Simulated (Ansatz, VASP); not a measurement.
# BAs: VASP beside Ansatz, part 2 of 2

Wanted: the spread between two codes on one cell, functional and k mesh. The cell is taken from a series of VASP runs on this material, whose earlier steps may have relaxed, scaled or displaced it; both programs get it as it stands. Valence electrons are named where the data sets of a main pair hold unlike numbers.

VASP 6.6.1 and Ansatz 0.2.0.

So far: The structure; VASP: band structure, PBE0.

**3. Ansatz: band structure, PBE0**

Level of this step: Ansatz beside VASP: Kohn-Sham DFT, plane waves, PBE0 (Ansatz).

Ansatz runs on its default PAW (the set named soft_2) files.

The same cell, functional, mesh and smearing now go to Ansatz, which takes its cutoff from its data sets.

File input.yaml:

```yaml
crystal:
  lattice:
    - [0.0, 2.3885, 2.3885]
    - [2.3885, 0.0, 2.3885]
    - [2.3885, 2.3885, 0.0]
  atoms:
    - { symbol: As, position: [0.75, 0.75, 0.75] }
    - { symbol: B, position: [0.0, 0.0, 0.0] }
hamiltonian:
  xc: pbe0
  pseudopotentials: { kind: paw }
kpoints:
  mp_grid: { grid: [5, 5, 5] }
  band_path:
    path:
      - [0.0, 0.0, 0.0]
      - [0.38889, 0.0, 0.38889]
      - [0.5, 0.0, 0.5]
      - [0.5, 0.22222, 0.72222]
      - [0.40278, 0.34722, 0.75]
      - [0.125, 0.125, 0.25]
      - [0.27778, 0.27778, 0.27778]
      - [0.55556, 0.38889, 0.55556]
      - [0.58333, 0.25, 0.66667]
      - [0.5, 0.30556, 0.69444]
      - [0.48611, 0.48611, 0.52778]
      - [0.625, 0.25, 0.625]
      - [0.5, 0.0, 0.5]
    npoints: 1
scf:
  occupations: { method: gaussian, width: 0.03 }
  n_extra_bands: 7
output:
  forces: true
  stress: true
  eigenvalues: true
```

The run is started by

```console
$ ansatz run input.yaml --threads 4 --pin off --max-ram 9216MiB --backend cpu --events-out ev --progress --plain --runs-dir out
```

Numbers of over 12 decimals in the logs are rounded to 6 here.

Output:

```text
Warning: output.stress: scf.convergence.dr2_threshold = 1e-7 eV (the SCF's general default) is looser than the 2e-10 eV advised for a printed stress (1e-10 eV for each atom of the cell: 2). What an SCF threshold leaves in a stress goes as its square root, and in the free energy as the threshold itself, and one threshold admits the most on a small cell: [figures from the program's tests cut] Set scf.convergence.dr2_threshold to 2e-10 eV or tighter. The threshold is an SCF's pass mark: one that does not reach it within its budget of iterations ends unconverged, or closes short of it on a stop that the run arms, and scf.convergence.dr2_threshold's page says what that costs each kind of run
Warning: output.stress: scf.exx.energy_threshold = 1e-6 eV is looser than the 2e-8 eV advised for a stress under a hybrid functional (1e-8 eV for each atom of the cell: 2). Every SCF of the exchange loop can meet its threshold on dr2 while the loop round them stops early: no threshold on dr2 bounds what that leaves in the stress. Set scf.exx.energy_threshold to 2e-8 eV or tighter. The threshold is the loop's pass mark: a loop that does not reach it within its budget of cycles ends unconverged, and scf.exx.energy_threshold's page has the law
scf.n_extra_bands = 7 over 9 filled bands (N_el = 18.0): the run solves 16 bands
Engine: ansatz 0.2.0, x86_64-unknown-linux-gnu
Pseudopotentials: kind: paw
Pseudopotential: As, paw, valence charge 15, recommended cutoff 420 eV (normal), As.paw.azcp
Pseudopotential: B, paw, valence charge 3, recommended cutoff 420 eV (normal), B.paw.azcp
Functional definition: PBE0
  parameter a = 0.25
  parameter kappa = 0.804
  parameter beta = 0.066725
  exchange = (1 - a)*pbe_x(kappa = kappa, mu = beta*pi^2/3) + a*exact_x
  correlation = pbe_c(beta = beta)
Crystal: 2 atoms, lattice volume = 27.252 Å³
Basis set: ecut = 420 eV, 531 PW (Γ), exchange–correlation on 48×48×48 points (8 copies of the dense FFT grid, shifted against one another)
Bands: 16, of which v1, the nominal top of the filled ones, is band 9 counted from 1 (8 counted from 0)
Symmetry: 24 space group operations
Space group: F-43m (ITA 216), of the structure as read, at distance tolerance 3.0e-5 Å
k-points: 10 of 125 (time reversal used)
Non-local potential: As, projectors of the file, l = 0: 2, l = 1: 2, l = 2: 3, l = 3: 1
Non-local potential: B, projectors of the file, l = 0: 2, l = 1: 2, l = 2: 1
PAW form: soft (Blöchl's): semilocal exchange-correlation on the pseudo side does not see the compensation charge
PAW frozen core: As, regenerated for the run's functional, and the local potential with it (the file was generated under x = pbe(κ = 0.804, μ = 0.219515), c = pbe(β = 0.066725))
PAW frozen core: B, regenerated for the run's functional, and the local potential with it (the file was generated under x = pbe(κ = 0.804, μ = 0.219515), c = pbe(β = 0.066725))
PAW one-centre angular grid: As, 590 points (default); XC on 64 Gauss nodes
PAW one-centre angular grid: B, 110 points (default); XC on 64 Gauss nodes
Initial density: superposition of atomic densities (neutral atoms: chi_scale 0, normalization atom), corrected by the library's trained network
Initial wavefunctions: pseudopotential atomic-orbital guess
Functional: x = pbe(κ = 0.804, μ = 0.219515), c = pbe(β = 0.066725), warm-up for x = 0.75 pbe(κ = 0.804, μ = 0.219515) + 0.25 exact, c = pbe(β = 0.066725)
SCF iter   1: F=—  HF=-5012.043202 eV  |F-HF|=—  |Δ(HF+E_count)|=         —  Δρ=1.25e-3  dr2=3.29e-4  ethr=1.77e-3  ⟨swp⟩=9.2  Hψ=729  notcnv=0
preconditioner: auto → none  [insulator: Δε(μ)=1.183 eV  Ē_g=15.620 eV  σ=0.030 eV  W_gap=1.00  n_scr=8 (ndim 8)  ℏωp=20.1 eV  f_vac=0.001  D(μ)=0.00/eV (n_scr^D=0)]
SCF iter   2: F=-5012.043327 eV  HF=-5012.043287 eV  |F-HF|=3.98e-5  |Δ(HF+E_count)|=   8.50e-5  Δρ=5.73e-4  dr2=6.93e-5  ethr=1.83e-6  ⟨swp⟩=4.1  Hψ=419  notcnv=0
SCF 1 stopped early in 2 iterations: F = -5012.043327 eV  dr2 = 6.93e-5
  greatest PAW one-centre occupation: 0.999 electrons in one spin orbital (limit 2), on the As atom at site 0 (counted from 0), in its partial waves of l = 2
Initial density: handed on by an earlier stage of this run
Initial wavefunctions: those handed on with the density
Functional: x = 0.75 pbe(κ = 0.804, μ = 0.219515) + 0.25 exact, c = pbe(β = 0.066725)
Frozen-core exchange: fock
SCF iter   1: F=—  HF=-5013.462720 eV  |F-HF|=—  |Δ(HF+E_count)|=         —  Δρ=6.45e-3  dr2=6.20e-3  ethr=3.85e-6  ⟨swp⟩=5.4  Hψ=693  notcnv=0
preconditioner: auto → none  [insulator: Δε(μ)=2.476 eV  Ē_g=18.194 eV  σ=0.030 eV  W_gap=1.00  n_scr=8 (ndim 8)  ℏωp=20.1 eV  f_vac=0.001  D(μ)=0.00/eV (n_scr^D=0)]
SCF iter   2: F=—  HF=-5013.456072 eV  |F-HF|=—  |Δ(HF+E_count)|=   6.65e-3  Δρ=2.93e-3  dr2=1.56e-3  ethr=3.85e-6  ⟨swp⟩=4.0  Hψ=471  notcnv=0
SCF iter   3: F=—  HF=-5013.455786 eV  |F-HF|=—  |Δ(HF+E_count)|=   2.86e-4  Δρ=1.28e-3  dr2=5.91e-4  ethr=3.85e-6  ⟨swp⟩=2.0  Hψ=251  notcnv=0
SCF iter   4: F=—  HF=-5013.460789 eV  |F-HF|=—  |Δ(HF+E_count)|=   5.00e-3  Δρ=7.41e-4  dr2=6.34e-5  ethr=8.32e-7  ⟨swp⟩=4.0  Hψ=445  notcnv=0
iter 5 solved again at ethr=3.25e-9 eV; its pass at ethr=3.20e-7 eV (dr2=5.85e-7 eV) is discarded
SCF iter   5: F=—  HF=-5013.460751 eV  |F-HF|=—  |Δ(HF+E_count)|=   3.85e-5  Δρ=5.94e-5  dr2=7.95e-6  ethr=3.25e-9  ⟨swp⟩=3.1  Hψ=614  notcnv=0  defer=1
SCF iter   6: F=-5013.460809 eV  HF=-5013.460810 eV  |F-HF|=9.43e-7  |Δ(HF+E_count)|=   5.96e-5  Δρ=8.79e-5  dr2=1.57e-6  ethr=3.25e-9  ⟨swp⟩=4.0  Hψ=455  notcnv=0
SCF 2 stopped early in 6 iterations: F = -5013.460809 eV  dr2 = 1.57e-6
hybrid outer 1: dexx = +5.628e-3 eV, tail = 6.04e-5 eV
Frozen-core exchange: fock
SCF iter   1: F=—  HF=-5013.461063 eV  |F-HF|=—  |Δ(HF+E_count)|=         —  Δρ=7.68e-5  dr2=9.03e-7  ethr=1.68e-6  ⟨swp⟩=2.6  Hψ=326  notcnv=0
preconditioner: auto → none  [insulator: Δε(μ)=2.528 eV  Ē_g=18.201 eV  σ=0.030 eV  W_gap=1.00  n_scr=8 (ndim 8)  ℏωp=20.1 eV  f_vac=0.001  D(μ)=0.00/eV (n_scr^D=0)]
SCF iter   2: F=—  HF=-5013.461063 eV  |F-HF|=—  |Δ(HF+E_count)|=   4.91e-9  Δρ=1.33e-5  dr2=6.12e-8  ethr=4.70e-9  ⟨swp⟩=4.0  Hψ=382  notcnv=0
SCF iter   3: F=-5013.461063 eV  HF=-5013.461063 eV  |F-HF|=3.05e-10  |Δ(HF+E_count)|=   2.04e-7  Δρ=6.41e-6  dr2=4.13e-9  ethr=1.17e-10  ⟨swp⟩=4.0  Hψ=402  notcnv=0
SCF 3 converged in 3 iterations: F = -5013.461063 eV  dr2 = 4.13e-9
  Residual-converged pass: ⟨swp⟩=2.3  Hψ=253  notcnv=0  max |occ|·‖R‖ = 2.1e-6 eV (tolerance 2.4e-6 eV)  dr2=4.13e-9  dr2_onsite=1.09e-9  max |Δocc| = 0.0e0
hybrid outer 2: dexx = +3.171e-7 eV, tail = 2.95e-8 eV, Δε = 1.55e-3 eV (about 7.80e-5 eV left of the loop's levels)
NSCF: frozen V_eff on 13 k-points
hybrid SCF converged: 2 outer / 9 inner (+2 warm-up), last move |dexx| = 3.17e-7 eV, tail = 2.95e-8 eV
Stability not checked: this state was not tested for a lower state beside it, because the functional holds exact exchange (a hybrid, or Hartree-Fock), whose exchange loop this test does not read (fock_operator; see scf.lower_state_search)
Free energy (F): -5013.461063 eV
Frozen-core exchange: fock
Harris-Foulkes:  -5013.461063 eV  (|F-HF|=3.05e-10)
Internal energy: -5013.461063 eV  (E = F + TS)
E sigma→0 (E₀):  -5013.461063 eV
Fermi energy:    11.668281 eV
--- Per-component energies (eV) ---
  E_band       = -264.216225
  E_kinetic    = 151.276623
  E_local      = -1693.779082  (includes V_loc(G=0)·N_el)
  E_nonlocal   = -658.510935
  E_hartree    = 941.023770
  E_xc         = -86.116438
  E_vxc        = -91.064180  (∫ρ·V_xc dr)
  E_exx        = -74.167062  (= α·E_x^exact, valence–valence)
  E_paw        = -1866.611721  (= ΣΔE_a)
  E_vpaw       = 294.149317  (= ΣTr[D̂ρ^β])
  E_aug_tail   = 0.000007  (compensation charges beyond the density's cutoff)
  E_ewald      = -1725.774997
  E_core_change = -0.801228  (= ΣΔE_core)
  E_smearing   = -0.000000  (= −TS)
  E_closure    = -0.000000  (closes the sum)
  Σ components = -5013.461063   (vs F -5013.461063, Δ=0.00e0)
--- Forces (eV/Å), atoms counted from 1 ---
  atom   1  As    -0.00000000     0.00000000    -0.00000000
  atom   2  B     -0.00000000    -0.00000000    -0.00000000
  max |Σ_I F_I| component: 5.25e-16 eV/Å
--- Stress (GPa, compression-positive) ---
       -0.424994       0.000000      -0.000000
       -0.000000      -0.424994       0.000000
        0.000000       0.000000      -0.424994
  P = ⅓ Tr σ = -0.4250 GPa (-4.250 kbar)
--- Band table (eV; the first three rows and the last of 10) ---
  k-point 0: bands = [... 5 lower, -6.6345, 10.4042, 10.4042, 10.4042, 15.2159, 15.2159, 15.2159, 16.9968, ... 3 higher]
  k-point 1: bands = [... 5 lower, -5.9180, 6.2729, 9.4552, 9.4552, 15.2145, 16.4338, 16.4338, 19.5613, ... 3 higher]
  k-point 2: bands = [... 5 lower, -4.0386, 1.5835, 8.5103, 8.5103, 14.7391, 16.8813, 16.8813, 21.1824, ... 3 higher]
  k-point 9: bands = [... 5 lower, -2.4822, 1.8666, 4.3756, 5.8334, 16.4585, 17.4004, 18.3081, 22.2310, ... 3 higher]
```

Elapsed: 53 s, on 4 threads of Intel Xeon Platinum 8559C (Emerald Rapids), shared host; peak memory 0.7 GiB.

**4. Differences**

Known differences besides the potentials themselves: exact exchange at q = 0 is treated differently, which shows on coarse meshes; VASP keeps PBE cores, Ansatz makes them for the functional; the data sets hold 18 valence electrons in Ansatz (on its default PAW (the set named soft_2) files) and 8 in VASP; the cutoff is 420 eV in Ansatz and 370 eV in VASP; VASP takes a coarser grid for exact exchange (PRECFOCK = Fast). Total energies have different zeros and are not compared.

The two programs side by side:

```csv
quantity,Ansatz,VASP,difference
gap over the path points (eV),2.530,2.552,-0.022
```

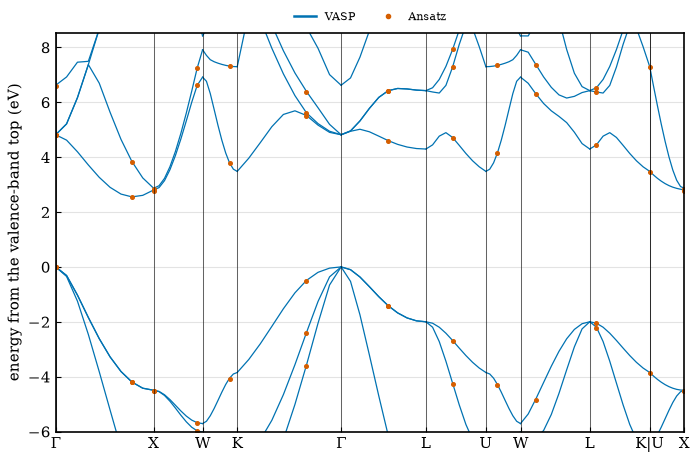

Bands from VASP (lines) and levels from Ansatz (dots). Dots without a line are higher empty bands that the VASP plot leaves out.

Levels at points of the path, from each program's valence-band top (eV; 3 filled, then empty):

```
k (reciprocal lattice)                             Ansatz                               VASP
     0.000 0.000 0.000      0.00 0.00 0.00 4.81 4.81 4.81      0.00 0.00 0.00 4.82 4.82 4.82
     0.389 0.000 0.389  -7.93 -4.21 -4.21 2.53 3.82 12.45  -7.91 -4.19 -4.19 2.55 3.84 12.41
     0.500 0.000 0.500  -9.57 -4.51 -4.51 2.78 2.84 13.75  -9.54 -4.50 -4.50 2.80 2.87 13.71
     0.500 0.222 0.722   -9.09 -6.00 -5.70 6.61 7.24 9.12   -9.07 -5.97 -5.68 6.62 7.24 9.11
     0.403 0.347 0.750  -9.14 -6.53 -4.07 3.77 7.32 10.93  -9.12 -6.51 -4.06 3.79 7.32 10.91
     0.125 0.125 0.250   -3.60 -2.42 -0.51 5.51 5.62 6.39   -3.58 -2.39 -0.49 5.52 5.62 6.39
     0.278 0.278 0.278   -6.16 -1.42 -1.42 4.58 6.42 6.42   -6.14 -1.41 -1.41 4.60 6.42 6.42
     0.556 0.389 0.556   -9.45 -4.26 -2.69 4.70 7.28 7.93   -9.43 -4.23 -2.68 4.72 7.28 7.92
     0.583 0.250 0.667  -9.12 -6.49 -4.30 4.14 7.34 10.57  -9.11 -6.47 -4.29 4.15 7.34 10.55
     0.500 0.306 0.694   -8.96 -6.27 -4.83 6.30 7.37 8.92   -8.94 -6.25 -4.81 6.31 7.37 8.92
```

Among the levels compared at these points, filled levels agree within 28 meV and empty ones within 45 meV.

**5. Summary of results**

| Quantity | Value |
| --- | --- |
| largest difference of a filled level at the path points (band structure, PBE0) | 28 meV |

In words: The largest difference of a filled level at the path points is 28 meV (band structure, PBE0), within the 80 meV picked in this series as the mark of a large difference. The data sets hold unlike numbers of valence electrons (18 in Ansatz and 8 in VASP), so part of the differences comes from the potentials. How closely two codes agree says nothing of how well the functional describes the real material.

[Lines on the potential files, build, host, timing and source positions are cut from VASP's logs without a mark.]

[Logs are printed without paths, hosts, clocks, repeated set-up lines and the standing remarks that a program may print on its own settings, such as how far it seeks lower states.]

[Hosts, paths, dates, database ids (printed as entryN), source tags and the programs' standing remarks are cut or masked in the printed files.]
